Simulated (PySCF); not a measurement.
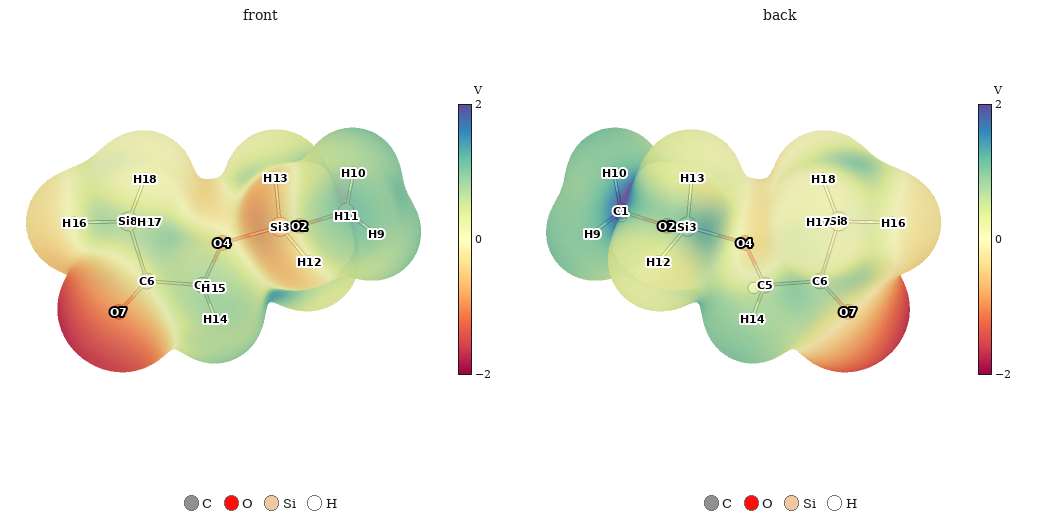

*C₃H₁₀O₃Si₂ (SMILES CO[SiH2]OCC(=O)[SiH3]). The molecular electrostatic potential painted on the density surface at 0.002 e/bohr³, seen from the front and from behind; red is negative and blue positive.*

Geometry: GFN2-xTB.

Computed with PySCF 2.14.0, PBE0/pcSseg-1, SCF density, gas phase, non-relativistic.

```xyz
18

C     3.3920    0.5984   -0.3323
O     2.0240    0.3556   -0.1907
Si    1.0401   -0.5430   -1.1117
O    -0.4546   -0.3470   -0.5163
C    -0.8869   -0.5554    0.7958
C    -2.3339   -0.1275    0.8530
O    -2.9958   -0.1788    1.8610
Si   -2.9397    0.4812   -0.8644
H     3.9598   -0.3334   -0.2850
H     3.6006    1.0843   -1.2878
H     3.7040    1.2532    0.4819
H     1.4612   -1.9460   -1.0516
H     0.8606   -0.0316   -2.4604
H    -0.7995   -1.6131    1.0736
H    -0.2890    0.0281    1.5046
H    -4.3494    0.8310   -0.6732
H    -2.8207   -0.6147   -1.8207
H    -2.1816    1.6650   -1.2520
```

Q: Describe the electrostatic potential map.

A: The most negative region (about −1.7 V) lies over O7, the most positive (about +1.9 V) over Si3. O7 is the likeliest acceptor of a hydrogen bond.

Q: How polar is the molecule by this calculation?

A: Its dipole moment is 4.51 D.
